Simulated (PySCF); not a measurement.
# H2O2 (hydrogen peroxide): levels of theory compared

Aim: a comparison of 6 runs (B2PLYP/STO-3G, M06-2X/STO-3G, PBE0/STO-3G, SVWN5/STO-3G, CISD/STO-3G, CCSD(T)/STO-3G) of H2O2 (hydrogen peroxide). The job is set up through a Python script.

Program for the calculation: PySCF 2.14.0.

8 further runs of the same task are left out: 8 set aside as unsound or not needed.

## (1) The system as given

The species is H2O2 (4 atoms), meant as a singlet with charge 0. SMILES: `OO`. The O2–H4 distance was set to 1.737 Å, away from the relaxed value. At this shape a bond of the SMILES string is far longer than usual.

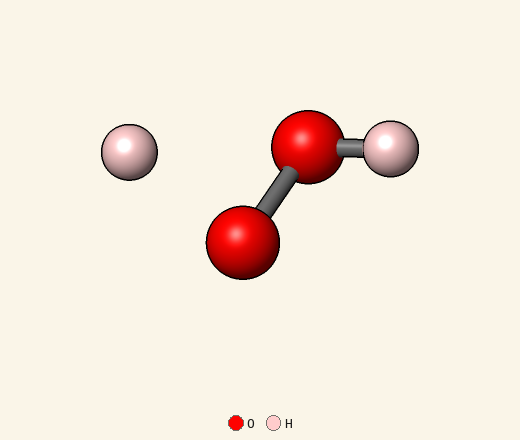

Viewed from a chosen angle; oxygen red, hydrogen pink.

## (2) A single-point energy at B2PLYP/STO-3G (run 1)

The input, calc.py:

```python
from pyscf import gto, dft, mp

mol = gto.M(
    atom='O -0.649847 -0.774229 0.760073; O -0.114747 0.535271 0.936373; H 0.023353 -1.310129 1.196873; H 0.252100 0.969800 -0.704900',
    verbose=3,
    basis='sto-3g',
    spin=0,
    max_memory=1860,
)

ks = dft.RKS(mol, xc='0.53*HF + 0.47*B88, 0.73*LYP')
ks.conv_tol = 1e-10
ks.grids.level = 5
ks.kernel()
if not ks.converged:
    ks = ks.newton().run(ks.mo_coeff, ks.mo_occ)

pt = mp.MP2(ks, frozen=2).run()
e_final = ks.e_tot + 0.27 * pt.e_corr
print('PT2 part  %.8f' % (0.27 * pt.e_corr))
print('E = %.10f Eh' % e_final)
```

Launch:

```sh
$ OMP_NUM_THREADS=1 python calc.py
```

Log:

```text
converged SCF energy = -149.068876313642
E(RMP2) = -149.268283776207  E_corr = -0.19940746256532
E(SCS-RMP2) = -149.291781418897  E_corr = -0.222905105255833
PT2 part  -0.05384001
E = -149.1227163285 Eh
```

Wall time 1.8 s (1 thread of Arm Neoverse V2, shared host); peak memory 0.17 GiB.

## (3) A single-point energy at M06-2X/STO-3G (run 2)

The input, start.xyz:

```xyz
4

O     -0.649847    -0.774229     0.760073
O     -0.114747     0.535271     0.936373
H      0.023353    -1.310129     1.196873
H      0.252100     0.969800    -0.704900
```

The input, run.py:

```python
from pyscf import gto, dft

molecule = gto.M(
    atom='start.xyz',
    basis='sto-3g',
    verbose=4,
    charge=0,
    max_memory=1860,
)

ks = dft.RKS(molecule, xc='m06-2x')
ks.conv_tol = 1e-10
ks.grids.level = 5
ks.kernel()
if not ks.converged:
    ks = ks.newton().run(ks.mo_coeff, ks.mo_occ)

energy = ks.e_tot
print('E = %.10f Eh' % energy)
```

Launch:

```sh
$ OMP_NUM_THREADS=1 python run.py
```

Log:

```text
PySCF version 2.14.0

[... 75 lines left out ...]
converged SCF energy = -149.301337987704
E = -149.3013379877 Eh
```

It took 2.4 s on 1 thread of Arm Neoverse V2, shared host; peak memory 0.17 GiB.

Runs 3 to 4 aren't shown in full; the table further down has their settings and results.

## (4) The energy at CISD/STO-3G (run 5)

The input, run.py:

```python
from pyscf import gto, ci

system = gto.M(
    atom='O -0.649847 -0.774229 0.760073; O -0.114747 0.535271 0.936373; H 0.023353 -1.310129 1.196873; H 0.252100 0.969800 -0.704900',
    verbose=3,
    spin=0,
    max_memory=1860,
    charge=0,
    basis='sto-3g',
)

calc0 = system.RHF()
calc0.conv_tol = 1e-10
calc0.kernel()
if not calc0.converged:
    calc0 = calc0.newton().run(calc0.mo_coeff, calc0.mo_occ)

cisd = ci.CISD(calc0, frozen=2)
cisd.kernel()
e_tot = cisd.e_tot
print('E(%s) = %.9f' % ('CISD', e_tot))
```

Launch:

```sh
$ OMP_NUM_THREADS=1 python run.py
```

Log:

```text
converged SCF energy = -148.566506880987
E(RCISD) = -148.7554401616638  E_corr = -0.1889332806765789
E(CISD) = -148.755440162
```

Wall time 0.64 s (1 thread of Arm Neoverse V2, shared host); peak memory 0.12 GiB.

## (5) A single-point energy at CCSD(T)/STO-3G (run 6)

The input, calc.py:

```python
from pyscf import gto, scf, cc

mol = gto.Mole()
mol.atom = '''
O   -0.649847  -0.774229   0.760073
O   -0.114747   0.535271   0.936373
H    0.023353  -1.310129   1.196873
H    0.252100   0.969800  -0.704900
'''
mol.spin = 0
mol.verbose = 3
mol.basis = 'sto-3g'
mol.max_memory = 1860
mol.build()

hf = scf.RHF(mol)
hf.conv_tol = 1e-10
hf.kernel()
if not hf.converged:
    hf = hf.newton().run(hf.mo_coeff, hf.mo_occ)

mycc = cc.CCSD(hf, frozen=2)
mycc.kernel()
e_t = mycc.ccsd_t()
energy = mycc.e_tot + e_t
print('Final energy', energy)
```

Launch:

```sh
$ OMP_NUM_THREADS=1 python calc.py
```

Log:

```text
converged SCF energy = -148.566506880987
E(CCSD) = -148.7726031677964  E_corr = -0.2060962868091258
CCSD(T) correction = -0.00350171021464039
Final energy -148.77610487801104
```

It took 0.66 s on 1 thread of Arm Neoverse V2, shared host; peak memory 0.1 GiB.

## (6) Overview of the runs

| run | level | frozen core orbitals | integration grid | energy (Eh) | dipole moment (D) of the reference | HOMO energy (eV) | LUMO energy (eV) | wall time |
| --- | --- | --- | --- | --- | --- | --- | --- | --- |
| 1 | B2PLYP/STO-3G | 2 | 5 | -149.122716 | 1.36 | -5.92 | 2.03 | 1.8 s |
| 2 | M06-2X/STO-3G | – | 5 | -149.301338 | 1.38 | -5.82 | 1.79 | 2.4 s |
| 3 | PBE0/STO-3G | – | 5 | -149.183947 | 1.43 | -4.08 | 0.67 | 1.7 s |
| 4 | SVWN5/STO-3G | – | 5 | -148.221975 | 1.54 | -1.62 | 0.07 | 1.6 s |
| 5 | CISD/STO-3G | 2 | – | -148.755440 | 1.35 | -8.26 | 4.72 | 0.64 s |
| 6 | CCSD(T)/STO-3G | 2 | – | -148.776105 | 1.35 | -8.26 | 4.72 | 0.66 s |

## (7) What came out

| quantity | value |
| --- | --- |
| run 6: total energy | -148.77610 Eh |
| run 6: dipole moment (Hartree–Fock density) | 1.35 D |
| run 6: HOMO energy (Hartree–Fock orbitals) | -8.26 eV |
| run 6: LUMO energy (Hartree–Fock orbitals) | 4.72 eV |
| run 6: HOMO–LUMO gap (Hartree–Fock orbitals) | 12.98 eV |
| run 6: correlation energy (2 core orbitals frozen) | -209.6 mEh |
| run 6: (T) correction | -3.50 mEh |
| run 6: T1 diagnostic | 0.019 |

Over runs 1, 2, 3, 4 the dipole moment (its size) runs from 1.36 D (B2PLYP/STO-3G) to 1.54 D (SVWN5/STO-3G). A double hybrid's value is that of its SCF part. Over runs 1, 2, 3, 4 the HOMO–LUMO gap runs from 1.68 eV (SVWN5/STO-3G) to 7.96 eV (B2PLYP/STO-3G). Totals of different functionals can't be ranked against each other. In runs 1, 2, 3, 4, 5, 6 the basis is minimal, so the values are rough. In runs 1, 2, 3, 4, 5, 6 a closed-shell determinant meets a far-stretched bond, which it describes badly. All runs together took 8.7 s, the longest 2.4 s.
